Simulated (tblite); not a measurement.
Run report: C₈H₁₆Si, geometry relaxation (part 3 of 4)

The same run, continued: C₈H₁₆Si; GFN2-xTB geometry optimisation, gas phase (tblite 0.8.0). It belongs to a series of runs on one base structure; here: H on C replaced by tBu.

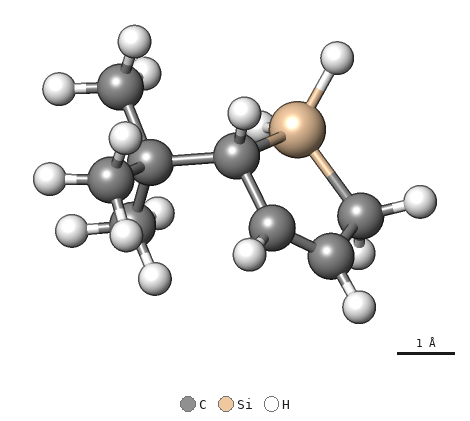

The geometry at step 35 of the log (ball-and-stick view, seen at a tilt).

### Trajectory as extended XYZ, continued
```
25
Properties=species:S:1:pos:R:3:forces:R:3 step=27 energy=-734.60725
C    -2.1887    0.2032    0.8785    0.0080   0.0000  -0.0050
C    -1.0227    0.4699   -0.0823    0.0100  -0.0020   0.0020
C    -1.0930    1.9327   -0.5273    0.0030  -0.0130  -0.0010
C    -1.1579   -0.4479   -1.2972    0.0060   0.0000   0.0120
C     0.3235    0.2256    0.6321   -0.0030   0.0070   0.0120
C     0.5102   -1.1940    1.0968   -0.0050   0.0010  -0.0130
C     1.6122   -1.8486    0.7748   -0.0050   0.0040  -0.0120
C     2.6449   -1.1663   -0.0690    0.0020  -0.0010  -0.0210
Si    1.9355    0.5790   -0.3485    0.0020   0.0040   0.0100
H    -2.2326   -0.8457    1.1586   -0.0160   0.0010   0.0040
H    -2.0856    0.7989    1.7836   -0.0060   0.0000  -0.0020
H    -3.1348    0.4619    0.4062    0.0100   0.0050  -0.0050
H    -0.9538    2.5970    0.3237   -0.0090  -0.0060  -0.0120
H    -2.0612    2.1496   -0.9751    0.0110  -0.0080  -0.0010
H    -0.3195    2.1514   -1.2591   -0.0050   0.0110   0.0070
H    -2.1166   -0.2907   -1.7888    0.0160   0.0000   0.0080
H    -1.0931   -1.4904   -0.9927    0.0030   0.0030  -0.0030
H    -0.3658   -0.2528   -2.0162   -0.0170  -0.0040   0.0000
H     0.3081    0.8610    1.5269    0.0050   0.0020   0.0190
H    -0.2550   -1.6431    1.7136    0.0010   0.0030  -0.0030
H     1.7999   -2.8642    1.0962   -0.0040   0.0030   0.0070
H     2.7944   -1.7238   -0.9949    0.0080  -0.0120  -0.0200
H     3.6091   -1.1667    0.4414   -0.0120   0.0110   0.0120
H     1.8035    0.8992   -1.7742   -0.0040  -0.0090   0.0160
H     2.7282    1.6289    0.3023    0.0020   0.0040  -0.0100
25
Properties=species:S:1:pos:R:3:forces:R:3 step=28 energy=-734.60738
C    -2.1885    0.2035    0.8784    0.0000   0.0000  -0.0040
C    -1.0222    0.4700   -0.0822   -0.0030  -0.0030   0.0050
C    -1.0928    1.9326   -0.5272   -0.0010  -0.0030  -0.0020
C    -1.1572   -0.4482   -1.2967    0.0050  -0.0030   0.0120
C     0.3236    0.2262    0.6329   -0.0050  -0.0040   0.0090
C     0.5101   -1.1938    1.0966    0.0030  -0.0060  -0.0090
C     1.6118   -1.8488    0.7744   -0.0020   0.0050  -0.0210
C     2.6448   -1.1663   -0.0697    0.0010   0.0000  -0.0170
Si    1.9348    0.5799   -0.3481    0.0160  -0.0150   0.0070
H    -2.2332   -0.8457    1.1583   -0.0140   0.0070   0.0030
H    -2.0858    0.7993    1.7836   -0.0050  -0.0050  -0.0070
H    -3.1347    0.4626    0.4059    0.0170   0.0030  -0.0030
H    -0.9548    2.5971    0.3237   -0.0070  -0.0070  -0.0100
H    -2.0607    2.1495   -0.9757    0.0090  -0.0110  -0.0010
H    -0.3192    2.1521   -1.2586   -0.0010   0.0100   0.0050
H    -2.1159   -0.2917   -1.7887    0.0160   0.0010   0.0120
H    -1.0921   -1.4906   -0.9915    0.0040   0.0060  -0.0060
H    -0.3654   -0.2528   -2.0159   -0.0140  -0.0060   0.0000
H     0.3076    0.8612    1.5278    0.0060   0.0050   0.0220
H    -0.2547   -1.6431    1.7135   -0.0020   0.0050  -0.0020
H     1.7993   -2.8651    1.0950   -0.0070   0.0130   0.0050
H     2.7950   -1.7237   -0.9962    0.0050  -0.0030  -0.0040
H     3.6086   -1.1670    0.4421   -0.0190   0.0120   0.0030
H     1.8024    0.8975   -1.7741   -0.0050  -0.0050   0.0140
H     2.7280    1.6298    0.3017    0.0030   0.0060  -0.0090
25
Properties=species:S:1:pos:R:3:forces:R:3 step=29 energy=-734.60753
C    -2.1883    0.2037    0.8783   -0.0080   0.0000   0.0000
C    -1.0216    0.4700   -0.0819   -0.0120  -0.0020   0.0080
C    -1.0925    1.9322   -0.5272   -0.0040   0.0070  -0.0040
C    -1.1563   -0.4486   -1.2959    0.0040  -0.0050   0.0090
C     0.3237    0.2269    0.6339   -0.0020  -0.0110   0.0060
C     0.5100   -1.1936    1.0961    0.0080  -0.0100  -0.0020
C     1.6114   -1.8490    0.7733    0.0000   0.0040  -0.0280
C     2.6447   -1.1664   -0.0708   -0.0010  -0.0010  -0.0090
Si    1.9343    0.5805   -0.3474    0.0250  -0.0290   0.0040
H    -2.2341   -0.8456    1.1581   -0.0100   0.0120   0.0030
H    -2.0860    0.7997    1.7836   -0.0040  -0.0080  -0.0090
H    -3.1344    0.4633    0.4056    0.0200   0.0030  -0.0040
H    -0.9560    2.5970    0.3236   -0.0050  -0.0050  -0.0040
H    -2.0598    2.1492   -0.9765    0.0030  -0.0140  -0.0040
H    -0.3188    2.1530   -1.2579    0.0040   0.0060   0.0030
H    -2.1147   -0.2929   -1.7884    0.0110   0.0020   0.0140
H    -1.0907   -1.4908   -0.9901    0.0050   0.0050  -0.0080
H    -0.3651   -0.2530   -2.0155   -0.0070  -0.0080  -0.0020
H     0.3072    0.8614    1.5292    0.0060   0.0030   0.0210
H    -0.2546   -1.6431    1.7133   -0.0030   0.0050  -0.0020
H     1.7985   -2.8658    1.0936   -0.0090   0.0210   0.0010
H     2.7957   -1.7236   -0.9977    0.0030   0.0060   0.0110
H     3.6077   -1.1671    0.4429   -0.0220   0.0110  -0.0070
H     1.8011    0.8955   -1.7738   -0.0050  -0.0010   0.0100
H     2.7277    1.6310    0.3007    0.0040   0.0070  -0.0070
25
Properties=species:S:1:pos:R:3:forces:R:3 step=31 energy=-734.60788
C    -2.1882    0.2045    0.8780   -0.0110   0.0020   0.0040
C    -1.0206    0.4704   -0.0807   -0.0040   0.0020   0.0080
C    -1.0917    1.9319   -0.5273   -0.0040   0.0130  -0.0030
C    -1.1533   -0.4499   -1.2932    0.0020  -0.0030  -0.0020
C     0.3237    0.2282    0.6371    0.0120  -0.0080   0.0000
C     0.5097   -1.1934    1.0951    0.0050  -0.0020   0.0110
C     1.6097   -1.8495    0.7690   -0.0080  -0.0040  -0.0190
C     2.6439   -1.1664   -0.0736   -0.0080  -0.0030   0.0090
Si    1.9338    0.5808   -0.3459    0.0150  -0.0180  -0.0030
H    -2.2367   -0.8446    1.1576   -0.0040   0.0070   0.0030
H    -2.0867    0.8002    1.7834   -0.0010  -0.0050   0.0000
H    -3.1329    0.4657    0.4047    0.0040   0.0060  -0.0120
H    -0.9594    2.5969    0.3235   -0.0020   0.0040   0.0100
H    -2.0575    2.1479   -0.9793   -0.0130  -0.0150  -0.0110
H    -0.3166    2.1556   -1.2554    0.0120  -0.0040  -0.0010
H    -2.1110   -0.2967   -1.7870   -0.0110   0.0050   0.0150
H    -1.0861   -1.4912   -0.9861    0.0070  -0.0060  -0.0050
H    -0.3639   -0.2539   -2.0140    0.0110  -0.0060  -0.0040
H     0.3062    0.8619    1.5335    0.0080  -0.0100   0.0040
H    -0.2545   -1.6429    1.7127   -0.0030  -0.0010   0.0000
H     1.7953   -2.8666    1.0888   -0.0050   0.0170  -0.0060
H     2.7975   -1.7227   -1.0008    0.0040   0.0120   0.0200
H     3.6044   -1.1669    0.4445   -0.0070   0.0070  -0.0140
H     1.7973    0.8900   -1.7727   -0.0050   0.0090   0.0010
H     2.7264    1.6348    0.2973    0.0070   0.0020  -0.0050
25
Properties=species:S:1:pos:R:3:forces:R:3 step=32 energy=-734.60799
C    -2.1884    0.2049    0.8780   -0.0050   0.0030   0.0020
C    -1.0203    0.4706   -0.0801    0.0060   0.0020   0.0040
C    -1.0915    1.9322   -0.5273   -0.0020   0.0060   0.0000
C    -1.1520   -0.4504   -1.2922    0.0010   0.0000  -0.0040
C     0.3238    0.2285    0.6382    0.0120  -0.0010  -0.0020
C     0.5097   -1.1935    1.0950   -0.0020   0.0040   0.0110
C     1.6089   -1.8497    0.7668   -0.0110  -0.0050  -0.0070
C     2.6435   -1.1664   -0.0743   -0.0070  -0.0020   0.0110
Si    1.9340    0.5804   -0.3454    0.0020   0.0000  -0.0050
H    -2.2376   -0.8440    1.1574   -0.0030   0.0020   0.0030
H    -2.0869    0.8002    1.7834   -0.0010  -0.0010   0.0060
H    -3.1323    0.4667    0.4041   -0.0050   0.0070  -0.0140
H    -0.9607    2.5970    0.3237   -0.0020   0.0060   0.0100
H    -2.0570    2.1472   -0.9807   -0.0120  -0.0130  -0.0110
H    -0.3154    2.1565   -1.2543    0.0090  -0.0060   0.0010
H    -2.1097   -0.2982   -1.7861   -0.0150   0.0040   0.0140
H    -1.0840   -1.4915   -0.9847    0.0060  -0.0080  -0.0040
H    -0.3630   -0.2544   -2.0134    0.0130  -0.0040  -0.0020
H     0.3060    0.8619    1.5352    0.0090  -0.0150  -0.0030
H    -0.2545   -1.6429    1.7125   -0.0030  -0.0040   0.0010
H     1.7939   -2.8666    1.0865   -0.0020   0.0040  -0.0060
H     2.7982   -1.7218   -1.0015    0.0050   0.0070   0.0110
H     3.6030   -1.1667    0.4447    0.0040   0.0040  -0.0090
H     1.7956    0.8880   -1.7723   -0.0040   0.0110  -0.0020
H     2.7259    1.6363    0.2958    0.0070  -0.0030  -0.0050
25
Properties=species:S:1:pos:R:3:forces:R:3 step=33 energy=-734.60807
C    -2.1886    0.2053    0.8780    0.0010   0.0040  -0.0010
C    -1.0201    0.4708   -0.0797    0.0110   0.0020  -0.0010
C    -1.0915    1.9325   -0.5274    0.0000  -0.0020   0.0020
C    -1.1513   -0.4508   -1.2916    0.0010   0.0020  -0.0030
C     0.3241    0.2286    0.6389    0.0080   0.0050  -0.0030
C     0.5097   -1.1934    1.0951   -0.0070   0.0060   0.0070
C     1.6082   -1.8499    0.7653   -0.0110  -0.0050   0.0040
C     2.6431   -1.1664   -0.0746   -0.0040   0.0010   0.0080
Si    1.9343    0.5801   -0.3452   -0.0060   0.0130  -0.0050
H    -2.2383   -0.8436    1.1574   -0.0030  -0.0010   0.0030
H    -2.0871    0.8003    1.7834   -0.0020   0.0020   0.0080
H    -3.1320    0.4675    0.4034   -0.0080   0.0070  -0.0130
H    -0.9616    2.5972    0.3240   -0.0040   0.0050   0.0050
H    -2.0569    2.1464   -0.9817   -0.0060  -0.0110  -0.0080
H    -0.3146    2.1569   -1.2537    0.0040  -0.0070   0.0040
H    -2.1092   -0.2991   -1.7852   -0.0120   0.0030   0.0130
H    -1.0826   -1.4917   -0.9839    0.0050  -0.0060  -0.0030
H    -0.3623   -0.2549   -2.0130    0.0090  -0.0030   0.0010
H     0.3060    0.8616    1.5362    0.0100  -0.0140  -0.0050
H    -0.2545   -1.6429    1.7125   -0.0030  -0.0050   0.0020
H     1.7930   -2.8665    1.0849    0.0000  -0.0080  -0.0050
H     2.7987   -1.7211   -1.0016    0.0050   0.0020   0.0010
H     3.6022   -1.1666    0.4447    0.0100   0.0030  -0.0020
H     1.7944    0.8869   -1.7721   -0.0030   0.0120  -0.0030
H     2.7258    1.6372    0.2948    0.0070  -0.0050  -0.0050
25
Properties=species:S:1:pos:R:3:forces:R:3 step=35 energy=-734.60821
C    -2.1890    0.2060    0.8778    0.0050   0.0030  -0.0040
C    -1.0192    0.4710   -0.0790    0.0040  -0.0010  -0.0030
C    -1.0915    1.9328   -0.5274    0.0010  -0.0100   0.0030
C    -1.1502   -0.4512   -1.2910    0.0010   0.0020   0.0030
C     0.3250    0.2289    0.6398   -0.0070   0.0030  -0.0020
C     0.5096   -1.1932    1.0957   -0.0060  -0.0020  -0.0040
C     1.6067   -1.8505    0.7634    0.0030   0.0000   0.0160
C     2.6425   -1.1664   -0.0746    0.0030   0.0060   0.0000
Si    1.9345    0.5802   -0.3450   -0.0100   0.0150  -0.0040
H    -2.2397   -0.8430    1.1574   -0.0040   0.0020  -0.0020
H    -2.0876    0.8004    1.7838   -0.0050   0.0030   0.0010
H    -3.1317    0.4692    0.4015    0.0020   0.0040  -0.0020
H    -0.9634    2.5977    0.3245   -0.0090   0.0010  -0.0070
H    -2.0570    2.1443   -0.9836    0.0090  -0.0070  -0.0010
H    -0.3133    2.1573   -1.2526   -0.0040  -0.0040   0.0080
H    -2.1093   -0.2997   -1.7830    0.0010   0.0000   0.0090
H    -1.0806   -1.4924   -0.9832    0.0010   0.0030  -0.0020
H    -0.3611   -0.2557   -2.0127   -0.0040   0.0010   0.0040
H     0.3069    0.8604    1.5377    0.0100  -0.0010  -0.0010
H    -0.2547   -1.6432    1.7126   -0.0050  -0.0010   0.0020
H     1.7918   -2.8668    1.0828   -0.0010  -0.0190  -0.0040
H     2.8000   -1.7201   -1.0017    0.0010  -0.0030  -0.0050
H     3.6016   -1.1661    0.4445    0.0070   0.0000   0.0070
H     1.7925    0.8862   -1.7718   -0.0020   0.0130  -0.0060
H     2.7265    1.6379    0.2932    0.0080  -0.0050  -0.0040
25
Properties=species:S:1:pos:R:3:forces:R:3 step=36 energy=-734.60827
C    -2.1891    0.2064    0.8777    0.0030   0.0020  -0.0020
C    -1.0187    0.4711   -0.0787   -0.0040  -0.0030   0.0000
C    -1.0916    1.9327   -0.5274    0.0010  -0.0090   0.0020
C    -1.1497   -0.4513   -1.2906    0.0000   0.0000   0.0050
C     0.3253    0.2291    0.6401   -0.0090  -0.0030   0.0000
C     0.5094   -1.1931    1.0959   -0.0010  -0.0080  -0.0080
C     1.6060   -1.8509    0.7629    0.0110   0.0020   0.0140
C     2.6422   -1.1663   -0.0747    0.0050   0.0050  -0.0020
Si    1.9344    0.5807   -0.3450   -0.0060   0.0050  -0.0040
H    -2.2405   -0.8426    1.1574   -0.0030   0.0050  -0.0050
H    -2.0880    0.8006    1.7840   -0.0050   0.0030  -0.0040
H    -3.1314    0.4701    0.4005    0.0080   0.0020   0.0030
H    -0.9644    2.5980    0.3246   -0.0110  -0.0010  -0.0100
H    -2.0569    2.1431   -0.9845    0.0130  -0.0040   0.0010
H    -0.3129    2.1573   -1.2519   -0.0040  -0.0020   0.0070
H    -2.1095   -0.2999   -1.7816    0.0060  -0.0010   0.0060
H    -1.0798   -1.4927   -0.9831    0.0000   0.0060  -0.0010
H    -0.3607   -0.2560   -2.0126   -0.0080   0.0030   0.0040
H     0.3076    0.8597    1.5384    0.0070   0.0060   0.0020
H    -0.2549   -1.6434    1.7127   -0.0040   0.0020   0.0010
H     1.7913   -2.8674    1.0818   -0.0030  -0.0150  -0.0050
H     2.8007   -1.7197   -1.0020   -0.0020  -0.0010  -0.0020
H     3.6015   -1.1658    0.4446    0.0010  -0.0010   0.0070
H     1.7916    0.8864   -1.7717   -0.0020   0.0130  -0.0070
H     2.7272    1.6381    0.2923    0.0080  -0.0040  -0.0030
25
Properties=species:S:1:pos:R:3:forces:R:3 step=37 energy=-734.60833
C    -2.1891    0.2068    0.8775   -0.0020   0.0000   0.0010
C    -1.0182    0.4711   -0.0784   -0.0090  -0.0040   0.0050
C    -1.0915    1.9324   -0.5273    0.0010  -0.0050   0.0000
C    -1.1492   -0.4515   -1.2901   -0.0010  -0.0010   0.0060
C     0.3255    0.2293    0.6405   -0.0070  -0.0090   0.0030
C     0.5091   -1.1931    1.0959    0.0040  -0.0130  -0.0080
C     1.6055   -1.8512    0.7627    0.0160   0.0020   0.0090
C     2.6420   -1.1661   -0.0748    0.0050   0.0030  -0.0010
Si    1.9340    0.5813   -0.3452   -0.0010  -0.0060  -0.0030
H    -2.2414   -0.8421    1.1574   -0.0020   0.0050  -0.0060
H    -2.0886    0.8008    1.7842   -0.0050   0.0020  -0.0080
H    -3.1310    0.4710    0.3995    0.0110   0.0010   0.0060
H    -0.9657    2.5982    0.3244   -0.0110  -0.0020  -0.0090
H    -2.0566    2.1417   -0.9855    0.0110  -0.0020   0.0010
H    -0.3124    2.1573   -1.2511   -0.0010  -0.0010   0.0040
H    -2.1094   -0.3002   -1.7801    0.0070  -0.0020   0.0020
H    -1.0788   -1.4929   -0.9829   -0.0010   0.0060   0.0020
H    -0.3604   -0.2563   -2.0123   -0.0100   0.0050   0.0020
H     0.3085    0.8592    1.5392    0.0040   0.0110   0.0030
H    -0.2552   -1.6435    1.7127   -0.0030   0.0040  -0.0010
H     1.7906   -2.8683    1.0807   -0.0040  -0.0070  -0.0060
H     2.8014   -1.7194   -1.0022   -0.0050   0.0020   0.0040
H     3.6013   -1.1655    0.4448   -0.0040   0.0000   0.0050
H     1.7907    0.8868   -1.7719   -0.0010   0.0130  -0.0060
H     2.7280    1.6383    0.2913    0.0070  -0.0020  -0.0020
25
Properties=species:S:1:pos:R:3:forces:R:3 step=38 energy=-734.60839
C    -2.1891    0.2073    0.8773   -0.0050  -0.0010   0.0040
C    -1.0178    0.4711   -0.0779   -0.0090  -0.0040   0.0090
C    -1.0914    1.9320   -0.5271    0.0000  -0.0010  -0.0020
C    -1.1486   -0.4517   -1.2894   -0.0020  -0.0020   0.0060
C     0.3256    0.2294    0.6411    0.0000  -0.0110   0.0050
C     0.5088   -1.1934    1.0958    0.0080  -0.0130  -0.0050
C     1.6053   -1.8515    0.7625    0.0160   0.0010   0.0020
C     2.6418   -1.1658   -0.0750    0.0040   0.0000   0.0020
Si    1.9336    0.5818   -0.3454    0.0040  -0.0140  -0.0030
H    -2.2424   -0.8416    1.1572   -0.0010   0.0030  -0.0060
H    -2.0892    0.8010    1.7842   -0.0030   0.0030  -0.0080
H    -3.1305    0.4720    0.3987    0.0080   0.0010   0.0060
H    -0.9673    2.5984    0.3242   -0.0090  -0.0020  -0.0050
H    -2.0559    2.1403   -0.9866    0.0060  -0.0010  -0.0020
H    -0.3118    2.1572   -1.2501    0.0040   0.0000   0.0000
H    -2.1091   -0.3006   -1.7786    0.0050  -0.0020  -0.0030
H    -1.0776   -1.4930   -0.9826   -0.0010   0.0020   0.0050
H    -0.3601   -0.2565   -2.0119   -0.0090   0.0080   0.0000
H     0.3094    0.8588    1.5401    0.0000   0.0110   0.0010
H    -0.2557   -1.6436    1.7127   -0.0010   0.0050  -0.0040
H     1.7897   -2.8693    1.0792   -0.0040   0.0020  -0.0070
H     2.8019   -1.7190   -1.0025   -0.0070   0.0040   0.0080
H     3.6010   -1.1652    0.4452   -0.0070   0.0010   0.0030
H     1.7896    0.8874   -1.7721   -0.0010   0.0120  -0.0040
H     2.7288    1.6386    0.2902    0.0050  -0.0020  -0.0010
25
Properties=species:S:1:pos:R:3:forces:R:3 step=40 energy=-734.60849
C    -2.1894    0.2080    0.8773   -0.0040  -0.0020   0.0050
C    -1.0174    0.4709   -0.0768    0.0020  -0.0010   0.0050
C    -1.0912    1.9313   -0.5270    0.0010   0.0030  -0.0030
C    -1.1476   -0.4521   -1.2880   -0.0030  -0.0010   0.0020
C     0.3258    0.2290    0.6422    0.0100  -0.0030   0.0030
C     0.5086   -1.1944    1.0954    0.0060   0.0000   0.0030
C     1.6055   -1.8519    0.7622    0.0010  -0.0020  -0.0060
C     2.6417   -1.1653   -0.0749    0.0000  -0.0040   0.0040
Si    1.9331    0.5820   -0.3459    0.0050  -0.0090  -0.0010
H    -2.2439   -0.8407    1.1565   -0.0020  -0.0060  -0.0010
H    -2.0902    0.8017    1.7840    0.0000   0.0050   0.0000
H    -3.1295    0.4738    0.3976   -0.0050   0.0020   0.0010
H    -0.9703    2.5988    0.3237   -0.0050   0.0010   0.0030
H    -2.0546    2.1382   -0.9886   -0.0040   0.0010  -0.0080
H    -0.3105    2.1572   -1.2483    0.0080   0.0000  -0.0030
H    -2.1084   -0.3018   -1.7764   -0.0020  -0.0030  -0.0080
H    -1.0756   -1.4932   -0.9814   -0.0010  -0.0040   0.0080
H    -0.3599   -0.2564   -2.0111   -0.0060   0.0100  -0.0010
H     0.3107    0.8588    1.5413   -0.0030   0.0030  -0.0040
H    -0.2564   -1.6435    1.7124    0.0030  -0.0010  -0.0070
H     1.7881   -2.8711    1.0761    0.0030   0.0060  -0.0050
H     2.8023   -1.7180   -1.0025   -0.0050   0.0000   0.0050
H     3.6003   -1.1647    0.4460   -0.0010   0.0030   0.0030
H     1.7877    0.8888   -1.7728    0.0010   0.0070   0.0050
H     2.7300    1.6388    0.2881    0.0000  -0.0060  -0.0020
25
Properties=species:S:1:pos:R:3:forces:R:3 step=41 energy=-734.60853
C    -2.1895    0.2081    0.8774   -0.0010  -0.0010   0.0030
C    -1.0174    0.4708   -0.0763    0.0050   0.0010   0.0000
C    -1.0911    1.9312   -0.5270    0.0010   0.0010  -0.0020
C    -1.1474   -0.4522   -1.2875   -0.0030  -0.0010   0.0000
C     0.3260    0.2287    0.6426    0.0080   0.0040   0.0000
C     0.5088   -1.1948    1.0953    0.0030   0.0070   0.0060
C     1.6057   -1.8521    0.7620   -0.0050  -0.0030  -0.0060
C     2.6417   -1.1652   -0.0748    0.0000  -0.0030   0.0030
Si    1.9331    0.5818   -0.3461    0.0030  -0.0020   0.0000
H    -2.2443   -0.8405    1.1563   -0.0020  -0.0070   0.0020
H    -2.0905    0.8021    1.7839    0.0010   0.0050   0.0040
H    -3.1293    0.4743    0.3974   -0.0080   0.0020   0.0000
H    -0.9714    2.5989    0.3236   -0.0030   0.0010   0.0040
H    -2.0543    2.1376   -0.9894   -0.0030   0.0000  -0.0080
H    -0.3099    2.1571   -1.2478    0.0060   0.0000  -0.0010
H    -2.1082   -0.3023   -1.7760   -0.0030  -0.0030  -0.0070
H    -1.0750   -1.4933   -0.9808   -0.0010  -0.0040   0.0070
H    -0.3601   -0.2561   -2.0108   -0.0050   0.0080   0.0000
H     0.3110    0.8589    1.5415   -0.0030   0.0000  -0.0050
H    -0.2565   -1.6435    1.7122    0.0040  -0.0050  -0.0070
H     1.7877   -2.8715    1.0749    0.0060   0.0020  -0.0020
H     2.8022   -1.7176   -1.0023   -0.0020  -0.0030   0.0010
H     3.6001   -1.1645    0.4463    0.0030   0.0030   0.0030
H     1.7872    0.8894   -1.7729    0.0010   0.0050   0.0070
H     2.7304    1.6387    0.2874   -0.0010  -0.0070  -0.0020
```
